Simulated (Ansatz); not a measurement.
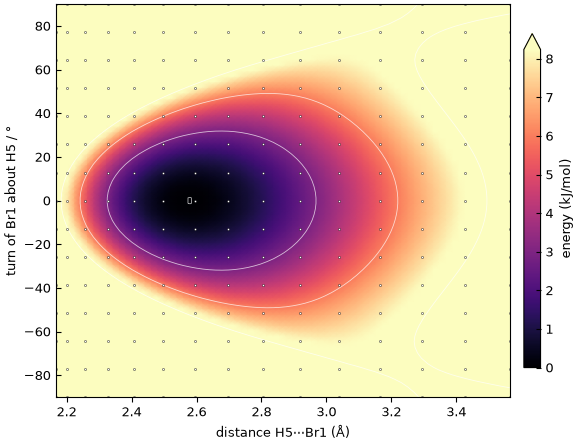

The pair Br···CH₄, charge −1. The turn is about an axis along (1.00, −0.03, −0.07) in the frame of the relaxed pair, normal to the line between the partners. Coordinates scanned: (1) distance H5···Br1; (2) turn of Br1 about H5. The scan uses a 15 × 15 grid. Points are written as (first, second). Energies: kJ/mol, counted from the lowest grid point. Computed with RKS SPW92 (LDA)/def2-TZVPD (Ansatz 0.2.0).

Drawn: a smooth colour map with a few white contour lines, dots at the grid points, one colour for all values above the top of the scale. Between grid points the surface is interpolated.

Where is the minimum, and how stiff is the well along each coordinate?

The interpolated minimum is at distance H5···Br1 ≈ 2.578 Å, turn of Br1 about H5 ≈ 0.0°. The curvatures there are about 0.68 eV/Å² and 0.22 eV/rad², with a cross term of about 0 eV/(Å·rad). Round the minimum the two coordinates are nearly uncoupled. (1 eV is 96.5 kJ/mol.)
